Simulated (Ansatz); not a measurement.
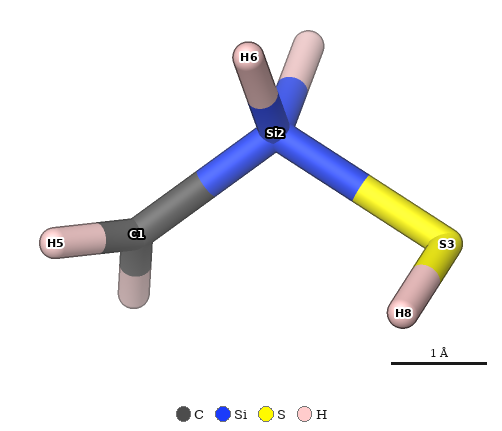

Figure 1. The starting structure (stick view, seen at a tilt; atoms are numbered from 1 in the order of the input).

**Nudged elastic band of CH₅SSi**

- system: CH₅SSi, multiplicity 2
- method: UKS PBE0/def2-SVP (Ansatz 0.2.0)

It belongs to a series of runs on one base structure; here: band between the two ends. Figures and captions count atoms from 1; the log counts them from 0 in places.

### The input
```yaml
crystal:
  periodic: [false, false, false]
  atoms:
    - { symbol: C, position_ang: [-0.864294, 0.312652, -0.965347] }
    - { symbol: Si, position_ang: [0.564357, 0.371849, 0.201855] }
    - { symbol: S, position_ang: [1.023917, -1.576903, 1.010138] }
    - { symbol: H, position_ang: [-0.84132, -0.291773, -1.878967] }
    - { symbol: H, position_ang: [-1.810438, 0.830996, -0.773443] }
    - { symbol: H, position_ang: [0.273503, 1.349979, 1.291998] }
    - { symbol: H, position_ang: [1.832654, 0.746311, -0.491314] }
    - { symbol: H, position_ang: [-0.17838, -1.74311, 1.605069] }
magnetization:
  spin_polarized: true
  initial_magnetization: 1
basis:
  gaussian: { orbitals: def2-SVP }
hamiltonian:
  xc: pbe0
neb:
  order_check: false
  images: 7
  f_tol: 0.05
  max_iterations: 60
  final_atoms:
    - { symbol: C, position_ang: [-1.5082727, 0.16751495, -0.84041015] }
    - { symbol: Si, position_ang: [-0.05531272, 0.3348567, 0.03173158] }
    - { symbol: S, position_ang: [1.02718242, -1.2089683, 1.00888439] }
    - { symbol: H, position_ang: [-2.0297755, -0.78204508, -0.98180158] }
    - { symbol: H, position_ang: [-1.96750346, 1.04785703, -1.2995954] }
    - { symbol: H, position_ang: [0.664304, 1.61552114, 0.23023814] }
    - { symbol: H, position_ang: [3.71254674, 1.0049073, 1.20093329] }
    - { symbol: H, position_ang: [0.15683022, -2.17964274, 0.65000872] }
  initial_path:
    images:
      - { positions_ang: [[-0.864294, 0.312652, -0.965347], [0.564357, 0.371849, 0.201855], [1.023917, -1.576903, 1.010138], [-0.84132, -0.291773, -1.878967], [-1.810438, 0.830996, -0.773443], [0.273503, 1.349979, 1.291998], [1.832654, 0.746311, -0.491314], [-0.17838, -1.74311, 1.605069]] }
      - { positions_ang: [[-0.88522783, 0.33261561, -0.97280003], [0.54177215, 0.45016555, 0.18229504], [1.0574193, -1.50504865, 0.95202025], [-0.84419054, -0.2664328, -1.88321317], [-1.84578877, 0.79791673, -0.76997118], [0.23262836, 1.3616352, 1.30452192], [1.85502044, 0.53524253, -0.39084715], [-0.11163412, -1.70609317, 1.57798331]] }
      - { positions_ang: [[-0.90616165, 0.35257922, -0.98025307], [0.51918729, 0.5284821, 0.16273509], [1.0909216, -1.4331943, 0.89390249], [-0.84706108, -0.2410926, -1.88745933], [-1.88113953, 0.76483745, -0.76649936], [0.19175373, 1.37329141, 1.31704585], [1.87738689, 0.32417406, -0.29038029], [-0.04488824, -1.66907634, 1.55089762]] }
      - { positions_ang: [[-0.92709548, 0.37254283, -0.9877061], [0.49660244, 0.60679864, 0.14317513], [1.12442389, -1.36133995, 0.83578474], [-0.84993162, -0.2157524, -1.8917055], [-1.9164903, 0.73175818, -0.76302753], [0.15087909, 1.38494761, 1.32956977], [1.89975333, 0.11310559, -0.18991344], [0.02185764, -1.6320595, 1.52381193]] }
      - { positions_ang: [[-0.94802931, 0.39250644, -0.99515914], [0.47401759, 0.68511519, 0.12361518], [1.15792619, -1.28948559, 0.77766699], [-0.85280216, -0.1904122, -1.89595167], [-1.95184107, 0.6986789, -0.75955571], [0.11000445, 1.39660382, 1.34209369], [1.92211977, -0.09796289, -0.08944658], [0.08860352, -1.59504267, 1.49672624]] }
      - { positions_ang: [[-1.08809015, 0.33625857, -0.95647189], [0.34168501, 0.59755057, 0.10064428], [1.12524025, -1.26935627, 0.83547134], [-1.14704549, -0.33832042, -1.66741415], [-1.95575667, 0.78597344, -0.89456563], [0.24857934, 1.45133315, 1.0641298], [2.36972651, 0.17775466, 0.23314839], [0.1056602, -1.74119269, 1.28504686]] }
      - { positions_ang: [[-1.228151, 0.2800107, -0.91778464], [0.20935243, 0.50998594, 0.07767338], [1.09255431, -1.24922695, 0.89327569], [-1.44128883, -0.48622864, -1.43887662], [-1.95967227, 0.87326797, -1.02957555], [0.38715423, 1.50606248, 0.78616591], [2.81733326, 0.45347221, 0.55574336], [0.12271687, -1.88734271, 1.07336748]] }
      - { positions_ang: [[-1.36821185, 0.22376282, -0.87909739], [0.07701986, 0.42242132, 0.05470248], [1.05986837, -1.22909762, 0.95108004], [-1.73553217, -0.63413686, -1.2103391], [-1.96358787, 0.9605625, -1.16458548], [0.52572911, 1.56079181, 0.50820203], [3.26494, 0.72918975, 0.87833832], [0.13977355, -2.03349272, 0.8616881]] }
      - { positions_ang: [[-1.5082727, 0.16751495, -0.84041015], [-0.05531272, 0.3348567, 0.03173158], [1.02718242, -1.2089683, 1.00888439], [-2.0297755, -0.78204508, -0.98180158], [-1.96750346, 1.04785703, -1.2995954], [0.664304, 1.61552114, 0.23023814], [3.71254674, 1.0049073, 1.20093329], [0.15683022, -2.17964274, 0.65000872]] }
```

Hardware: 2 threads of Arm Neoverse V2, 24 GiB of memory available, shared host.

Run as:
```bash
ansatz run input.yaml --threads 2 --pin off --max-ram 3072MiB --backend cpu --events-out ev --progress --plain --runs-dir out
```

### The program's output
```
Engine: ansatz 0.2.0, aarch64-unknown-linux-gnu
Functional definition: PBE0
  parameter a = 0.25
  parameter kappa = 0.804
  parameter beta = 0.06672455060314922
  exchange = (1 - a)*pbe_x(kappa = kappa, mu = beta*pi^2/3) + a*exact_x
  correlation = pbe_c(beta = beta)
787 factors; integrals over basis functions are off by at most 3.2e-4 eV
mean field evaluation 1: about -19808.3588 eV, gradient 3.2e1 eV
mean field evaluation 2: about -19786.5184 eV, gradient 5.4e1 eV
mean field evaluation 4: about -19815.2487 eV, gradient 4.7e0 eV
mean field evaluation 8: about -19815.4316 eV, gradient 1.7e-1 eV
mean field evaluation 16: about -19815.4320 eV, gradient 1.5e-4 eV
mean field -19815.43195341 eV, -728.2036929057 hartree, gradient 4.4e-5 eV, S^2 0.754342; 0 other end points of the search recorded, 0 dependent functions left out
the calculation of the forces begins
reference -19815.43197760 eV, -728.2036937948 hartree; 21, 20 occupied and 54, 55 virtual orbitals, 787 factors
791 factors; integrals over basis functions are off by at most 3.5e-4 eV
mean field evaluation 32: about -19812.8387 eV, gradient 1.1e-3 eV
mean field -19812.83872045 eV, -728.1083933521 hartree, gradient 5.7e-5 eV, S^2 0.750015; 2 other end points of the search recorded, 0 dependent functions left out
[... from here on the field's lines of each further geometry are left out, up to the last ...]
NEB iter   1: max|band force component| = 7.926e0 eV/Å  barrier→ = 5.4570 eV  barrier← = 2.8637 eV  Δτ_max = 0.1974 Å  (324 SCF iters)
NEB iter   2: max|band force component| = 3.703e0 eV/Å  barrier→ = 3.1036 eV  barrier← = 0.5104 eV  Δτ_max = 0.2000 Å  (244 SCF iters)
NEB iter   3: max|band force component| = 2.544e0 eV/Å  barrier→ = 2.7568 eV  barrier← = 0.1636 eV  Δτ_max = 0.1906 Å  (229 SCF iters)
NEB iter   4: max|band force component| = 2.017e0 eV/Å  barrier→ = 2.6825 eV  barrier← = 0.0893 eV  Δτ_max = 0.1964 Å  (224 SCF iters)
NEB iter   5: max|band force component| = 1.518e0 eV/Å  barrier→ = 2.6579 eV  barrier← = 0.0646 eV  Δτ_max = 0.1834 Å  (221 SCF iters)
NEB iter   6: max|band force component| = 1.410e0 eV/Å  barrier→ = 2.6414 eV  barrier← = 0.0482 eV  Δτ_max = 0.1583 Å  (218 SCF iters)
NEB iter   7: max|band force component| = 1.163e0 eV/Å  barrier→ = 2.6157 eV  barrier← = 0.0225 eV  Δτ_max = 0.1826 Å  (218 SCF iters)
NEB iter   8: max|band force component| = 9.423e-1 eV/Å  barrier→ = 2.6067 eV  barrier← = 0.0134 eV  Δτ_max = 0.1573 Å  (221 SCF iters)
NEB iter   9: max|band force component| = 8.109e-1 eV/Å  barrier→ = 2.6664 eV  barrier← = 0.0731 eV  Δτ_max = 0.1941 Å  (214 SCF iters)
NEB iter  10: max|band force component| = 7.829e-1 eV/Å  barrier→ = 2.6319 eV  barrier← = 0.0387 eV  Δτ_max = 0.0987 Å  (220 SCF iters)
NEB iter  11: max|band force component| = 5.245e-1 eV/Å  barrier→ = 2.6430 eV  barrier← = 0.0498 eV  Δτ_max = 0.1000 Å  (215 SCF iters)
NEB iter  12: max|band force component| = 7.449e-1 eV/Å  barrier→ = 2.6236 eV  barrier← = 0.0303 eV  Δτ_max = 0.0500 Å  (218 SCF iters)
NEB iter  13: max|band force component| = 2.205e-1 eV/Å  barrier→ = 2.6086 eV  barrier← = 0.0154 eV  CI = image 5  Δτ_max = 0.0999 Å  (212 SCF iters)
NEB iter  14: max|band force component| = 1.264e-1 eV/Å  barrier→ = 2.6023 eV  barrier← = 0.0091 eV  CI = image 5  Δτ_max = 0.1000 Å  (201 SCF iters)
NEB iter  15: max|band force component| = 2.398e-1 eV/Å  barrier→ = 2.5960 eV  barrier← = 0.0027 eV  CI = image 5  Δτ_max = 0.0501 Å  (210 SCF iters)
NEB iter  16: max|band force component| = 1.726e-1 eV/Å  barrier→ = 2.5934 eV  barrier← = 0.0002 eV  CI = image 7  Δτ_max = 0.0501 Å  (205 SCF iters)
NEB iter  17: max|band force component| = 1.977e-1 eV/Å  barrier→ = 2.5933 eV  barrier← = 0.0001 eV  CI = image 7  Δτ_max = 0.0250 Å  (201 SCF iters)
NEB iter  18: max|band force component| = 7.403e-2 eV/Å  barrier→ = 2.5932 eV  barrier← = -0.0001 eV  CI = image 7  Δτ_max = 0.0499 Å  (199 SCF iters)
NEB iter  19: max|band force component| = 7.487e-2 eV/Å  barrier→ = 2.5931 eV  barrier← = -0.0001 eV  CI = image 7  Δτ_max = 0.0250 Å  (204 SCF iters)
NEB iter  20: max|band force component| = 8.634e-2 eV/Å  barrier→ = 2.5931 eV  barrier← = -0.0001 eV  CI = image 7  Δτ_max = 0.0125 Å  (204 SCF iters)
NEB iter  21: max|band force component| = 6.030e-2 eV/Å  barrier→ = 2.5931 eV  barrier← = -0.0001 eV  CI = image 7  Δτ_max = 0.0125 Å  (197 SCF iters)
NEB iter  22: max|band force component| = 4.196e-2 eV/Å  barrier→ = 2.5931 eV  barrier← = -0.0002 eV  CI = image 7  Δτ_max = 0.0071 Å  (190 SCF iters)
the calculation of the forces begins
reference -19812.84031962 eV, -728.1084521205 hartree; 21, 20 occupied and 54, 55 virtual orbitals, 790 factors
790 factors; integrals over basis functions are off by at most 3.4e-4 eV
mean field evaluation 1248: about -19812.8386 eV, gradient 2.0e-1 eV
mean field -19812.83888574 eV, -728.1083994265 hartree, gradient 5.0e-5 eV, S^2 0.750018; 3 other end points of the search recorded, 0 dependent functions left out
the calculation of the forces begins
reference -19812.83891479 eV, -728.1084004940 hartree; 21, 20 occupied and 54, 55 virtual orbitals, 790 factors
NEB iter  23: max|band force component| = 4.196e-2 eV/Å  barrier→ = 2.5931 eV  barrier← = -0.0002 eV  CI = image 7  Δτ_max = 0.0000 Å  (277 SCF iters)
```

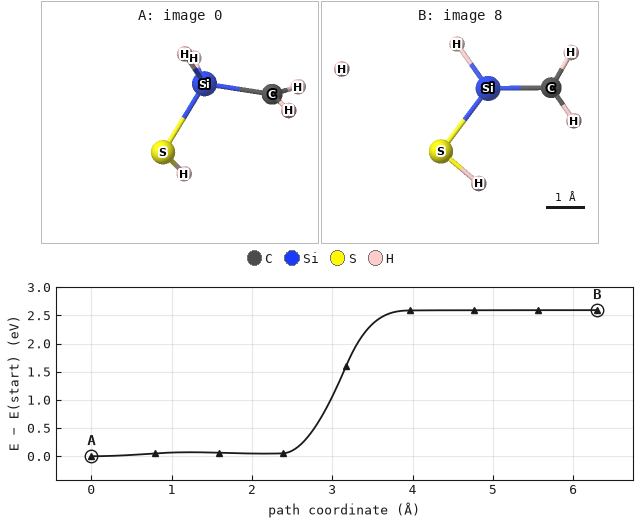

Figure 2. Images of the last band (counted from 0; ball-and-stick, seen on its broad side) above the energy along the path; the line is a cubic interpolation that uses the forces. No image lies above both ends; the end is 2.593 eV above the start. The path is 6.30 Å long. The band converged in 23 iterations.

```
Total energy: -19812.83891479 eV, -728.1084004940 hartree
Atom 0 at    -1.412897     0.196946    -0.884599 Å, force     0.000902    -0.003939     0.000971 eV/Å
Atom 1 at    -0.106218     0.337837     0.197908 Å, force    -0.001275     0.003380    -0.001840 eV/Å
Atom 2 at     0.891344    -1.247317     1.198552 Å, force     0.001048     0.000784     0.000130 eV/Å
Atom 3 at    -1.867611    -0.754790    -1.169701 Å, force    -0.000393     0.001058    -0.000739 eV/Å
Atom 4 at    -1.841717     1.096050    -1.336563 Å, force     0.001324     0.000829     0.000877 eV/Å
Atom 5 at     0.523558     1.619021     0.596236 Å, force    -0.002109    -0.000596     0.000673 eV/Å
Atom 6 at     3.693234     0.963555     0.750927 Å, force     0.000982    -0.000880    -0.000266 eV/Å
Atom 7 at     0.120305    -2.211301     0.647228 Å, force    -0.000477    -0.000635     0.000195 eV/Å
Dipole moment:    -0.007133    -0.058011    -0.002071 e Å
this run last wrote the band of iteration 23 to [file]; this run last wrote the band within `neb.f_tol` of iteration 22 to [file]
```

### The last band as extended XYZ (Å, eV, eV/Å)
```
8
Properties=species:S:1:pos:R:3:forces:R:3 image=0 energy=-19815.43195
C    -0.8643    0.3127   -0.9653   -0.0088   0.0079   0.0046
Si    0.5644    0.3718    0.2019   -0.0002  -0.0002  -0.0049
S     1.0239   -1.5769    1.0101   -0.0051  -0.0054   0.0065
H    -0.8413   -0.2918   -1.8790    0.0025  -0.0016   0.0000
H    -1.8104    0.8310   -0.7734    0.0028  -0.0038  -0.0041
H     0.2735    1.3500    1.2920    0.0014   0.0019   0.0020
H     1.8327    0.7463   -0.4913    0.0013   0.0016  -0.0008
H    -0.1784   -1.7431    1.6051    0.0059  -0.0005  -0.0033
8
Properties=species:S:1:pos:R:3:forces:R:3 image=1 energy=-19815.38219
C    -0.8712    0.2589   -0.8600    0.0390  -0.0028   0.0145
Si    0.5913    0.4336    0.2555   -0.0025  -0.0067  -0.0048
S     1.0077   -1.4523    1.2317    0.0475  -0.0232  -0.0534
H    -0.9392   -0.5356   -1.6111   -0.0074   0.0061  -0.0192
H    -1.7270    0.9413   -0.8145   -0.0077  -0.0151  -0.0096
H     0.3348    1.5305    1.2361   -0.0153  -0.0142   0.0080
H     1.8418    0.7629   -0.4943    0.0054   0.0261   0.0029
H    -0.2382   -1.9393    1.0568   -0.0589   0.0297   0.0616
8
Properties=species:S:1:pos:R:3:forces:R:3 image=2 energy=-19815.36994
C    -0.9056    0.2932   -0.8262    0.0384  -0.0004   0.0245
Si    0.5627    0.4448    0.2855   -0.0081  -0.0097  -0.0121
S     0.7012   -1.2969    1.5634   -0.0461   0.0196   0.0320
H    -1.0037   -0.5373   -1.5351   -0.0196   0.0330  -0.0263
H    -1.7409    1.0006   -0.8152   -0.0262  -0.0142   0.0079
H     0.4375    1.6202    1.1942    0.0107   0.0025  -0.0069
H     1.8116    0.5998   -0.5236    0.0034  -0.0159  -0.0078
H     0.1372   -2.1244    0.6570    0.0474  -0.0148  -0.0113
8
Properties=species:S:1:pos:R:3:forces:R:3 image=3 energy=-19815.38135
C    -0.9577    0.3373   -0.8369    0.0230   0.0028   0.0022
Si    0.4989    0.4163    0.3014    0.0146   0.0011  -0.0003
S     0.5829   -1.3149    1.5842   -0.0310   0.0056   0.0141
H    -1.3314   -0.6033   -1.2573    0.0177   0.0084  -0.0036
H    -1.5177    1.2296   -1.1397    0.0074   0.0059   0.0041
H     0.3763    1.5761    1.2317    0.0052   0.0007   0.0097
H     1.7881    0.5664   -0.4529   -0.0752  -0.0272  -0.0209
H     0.5607   -2.2075    0.5695    0.0383   0.0027  -0.0053
8
Properties=species:S:1:pos:R:3:forces:R:3 image=4 energy=-19813.82645
C    -1.0701    0.2786   -0.8344    0.6025   0.0731   0.0148
Si    0.4074    0.4028    0.3034    2.5265   0.3813  -0.8529
S     0.7918   -1.3542    1.4696   -0.2557  -0.1527   0.2257
H    -1.4578   -0.6481   -1.2847    0.2050   0.0612   0.1776
H    -1.5699    1.1854   -1.2075    0.1346  -0.0416   0.1307
H     0.2988    1.5852    1.1819   -0.2640   0.0839   0.2007
H     2.3541    0.7872   -0.2366   -2.9080  -0.4342   0.1785
H     0.2457   -2.2369    0.6083   -0.0409   0.0290  -0.0751
8
Properties=species:S:1:pos:R:3:forces:R:3 image=5 energy=-19812.84368
C    -1.1707    0.2606   -0.8512    0.0000   0.0026  -0.0135
Si   -0.0892    0.3325    0.4621    0.0223  -0.0049   0.0189
S     0.8189   -1.3155    1.4486   -0.0114  -0.0067  -0.0113
H    -1.4827   -0.6687   -1.3338   -0.0015  -0.0001   0.0017
H    -1.5798    1.1863   -1.2662   -0.0002   0.0014  -0.0032
H     0.3389    1.5819    1.1342   -0.0116   0.0041   0.0057
H     2.9255    0.8605   -0.2411   -0.0046  -0.0026  -0.0079
H     0.2390   -2.2377    0.6474    0.0070   0.0063   0.0095
8
Properties=species:S:1:pos:R:3:forces:R:3 image=6 energy=-19812.84029
C    -1.3002    0.2276   -0.8824    0.0305  -0.0154   0.0178
Si   -0.1441    0.3384    0.3631   -0.0025   0.0146  -0.0020
S     0.7913   -1.2771    1.3753   -0.0081  -0.0071  -0.0101
H    -1.6649   -0.7199   -1.2859   -0.0147   0.0007  -0.0108
H    -1.7096    1.1391   -1.3265   -0.0077   0.0049  -0.0042
H     0.3681    1.6096    0.9270   -0.0033   0.0013   0.0027
H     3.5174    0.9074    0.1671   -0.0008  -0.0017  -0.0014
H     0.1419   -2.2251    0.6623    0.0066   0.0027   0.0081
8
Properties=species:S:1:pos:R:3:forces:R:3 image=7 energy=-19812.83889
C    -1.4129    0.1969   -0.8846    0.0009  -0.0039   0.0010
Si   -0.1062    0.3378    0.1979   -0.0013   0.0034  -0.0018
S     0.8913   -1.2473    1.1986    0.0010   0.0008   0.0001
H    -1.8676   -0.7548   -1.1697   -0.0004   0.0011  -0.0007
H    -1.8417    1.0960   -1.3366    0.0013   0.0008   0.0009
H     0.5236    1.6190    0.5962   -0.0021  -0.0006   0.0007
H     3.6932    0.9636    0.7509    0.0010  -0.0009  -0.0003
H     0.1203   -2.2113    0.6472   -0.0005  -0.0006   0.0002
8
Properties=species:S:1:pos:R:3:forces:R:3 image=8 energy=-19812.83872
C    -1.5083    0.1675   -0.8404    0.0079   0.0027  -0.0001
Si   -0.0553    0.3349    0.0317   -0.0032   0.0022  -0.0020
S     1.0272   -1.2090    1.0089   -0.0070  -0.0014  -0.0057
H    -2.0298   -0.7820   -0.9818   -0.0007  -0.0024   0.0025
H    -1.9675    1.0479   -1.2996    0.0016  -0.0008   0.0018
H     0.6643    1.6155    0.2302   -0.0019  -0.0040   0.0008
H     3.7125    1.0049    1.2009    0.0001   0.0006   0.0000
H     0.1568   -2.1796    0.6500    0.0033   0.0031   0.0027
```

### Results in brief

```json
{"quantity": "outcome", "value": "converged"}
{"quantity": "barrier, forward", "value": "2.593 eV"}
{"quantity": "barrier, backward", "value": "0.000 eV"}
{"quantity": "wall time", "value": "4.9 min (CPU time 9.5 min)"}
{"quantity": "peak memory", "value": "0.2 GiB"}
```

### Remarks

The order of the saddle point was not checked.
